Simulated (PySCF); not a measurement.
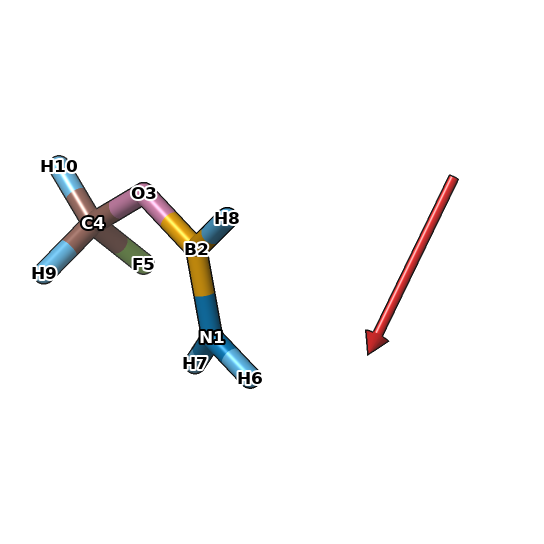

The arrow beside the molecule shows the direction of the dipole moment, from the negative to the positive end (its length means nothing). The computed structure is the end point of a PBE0-D3(BJ)/def2-SVP optimisation. No frequency run is at hand to confirm it as a minimum. Properties computed with WP04/pcSseg-2, gas phase (PySCF 2.14.0).

### How large is the dipole moment?

1.71 D; it points from the side of O3, H8, H10 to the side of H6, H7 (the outermost atoms at the two ends).
